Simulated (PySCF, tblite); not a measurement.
# C₆H₁₆BFN₂: geometry, infrared bands and NMR shifts

Wanted: the infrared bands and NMR shifts of C₆H₁₆BFN₂ (`CN(C)[BH2-][NH2+][C@@H]1C[C@@H]1CF`), by calculation.

The runs use tblite 0.8.0 and PySCF 2.14.0, with density-fitted response routines of our own; the level of theory stands in each step. All values are computed, except where a source is named. Atoms are numbered from 0 throughout.

### Step 1. The starting structure

26 atoms, charge 0, multiplicity 1; geometry from: force field or distance geometry start.

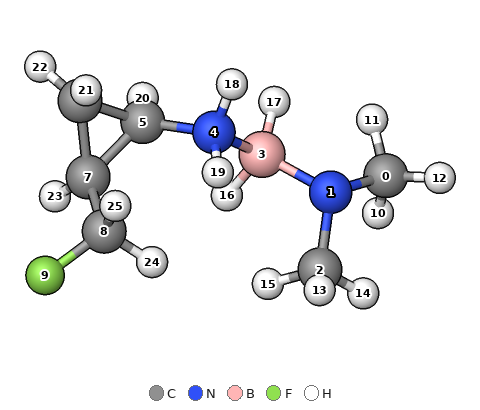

As it starts; carbon grey, nitrogen blue, boron pink, fluorine green, hydrogen white, atoms numbered.

### Step 2. Relaxing the molecule with GFN2-xTB

Job settings and geometry (Å):

```
{"job": {"kind": "relax", "xc": "GFN2-xTB", "basis": "xTB"}, "charge": 0, "multiplicity": 1}
C      3.331800     0.265900     0.351900
N      2.012900    -0.280400     0.670500
C      1.958500    -1.606600     0.090000
B      1.002700     0.620700    -0.020600
N     -0.336800     0.673200     0.752300
C     -1.303400     1.144900    -0.223000
C     -2.743200     1.308100     0.142000
C     -2.300600     0.125700    -0.657400
C     -2.404700    -1.197100     0.049100
F     -3.400900    -1.944600    -0.537300
H      3.607900    -0.099500    -0.645900
H      3.164400     1.373100     0.300100
H      4.051800     0.006700     1.136700
H      1.548700    -2.304000     0.838600
H      2.958300    -1.886400    -0.203400
H      1.315600    -1.619500    -0.821500
H      0.740100     0.165800    -1.083700
H      1.394900     1.725900    -0.136100
H     -0.296000     1.333800     1.571700
H     -0.505000    -0.259400     1.126400
H     -0.914800     1.892500    -0.934100
H     -3.113000     1.120900     1.171700
H     -3.239000     2.129300    -0.402300
H     -2.456800     0.125100    -1.780200
H     -1.419600    -1.688700    -0.047200
H     -2.674700    -1.102700     1.134300
```

Command:

```
OMP_NUM_THREADS=1 python probes_run.py task.json out
```

One launch serves the whole session: the jobs run in the order shown.

**Question.** This job is followed by: GFN2-xTB harmonic vibrations, gas phase; GIAO PBE0/pcSseg-1 NMR shielding, non-relativistic, gas phase. Predict these results of the whole session: strongest single infrared mode (GFN2-xTB); zero-point energy (GFN2-xTB); 13C shifts against TMS (PBE0/pcSseg-1); 1H shifts against TMS (PBE0/pcSseg-1); 15N shifts against NH3 (PBE0/pcSseg-1); 11B shifts against BF3·OEt2 (PBE0/pcSseg-1); 19F shifts against CFCl3 (PBE0/pcSseg-1).

As calculated:

```
                                   quantity                                                                                            value
  strongest single infrared mode (GFN2-xTB)                                                                            2621 cm⁻¹, 197 km/mol
               zero-point energy (GFN2-xTB)                                                                                   137.9 kcal/mol
     13C shifts against TMS (PBE0/pcSseg-1)                                                           89.7, 48.1, 47.1, 34.8, 21.1, 20.0 ppm
      1H shifts against TMS (PBE0/pcSseg-1)  5.44, 4.64, 4.54, 4.24, 4.04, 3.57, 3.34, 3.23, 3.09, 2.88, 2.31, 1.15, 1.05, 0.91 ppm and more
     15N shifts against NH3 (PBE0/pcSseg-1)                                                                                  149.1, 43.4 ppm
11B shifts against BF3·OEt2 (PBE0/pcSseg-1)                                                                                         36.4 ppm
   19F shifts against CFCl3 (PBE0/pcSseg-1)                                                                                       -253.4 ppm
```

**Reading.** The optimisation took 219 steps and gained 1.611 eV; among the close pairs (by a distance rule), B3–N4 changed most, from 1.547 to 4.421 Å. The lowest mode is slightly imaginary (1i cm⁻¹), a soft motion within the noise of the Hessian, so the minimum is not strictly shown. The strongest single mode, at 2621 cm⁻¹, moves mainly H16 and H17. GFN2-xTB is a fitted tight-binding method: band positions and strengths are rough. Its intensities can rank the bands wrongly. The structure rearranged or came apart on optimisation; the results belong to the end geometry, not to the formula as drawn. Shifts at one fixed geometry are not the observed spectrum, which averages over the motion. At PBE0/pcSseg-1: Shielding is most anisotropic at N1 (span 248 ppm, paramagnetic term -207 ppm).
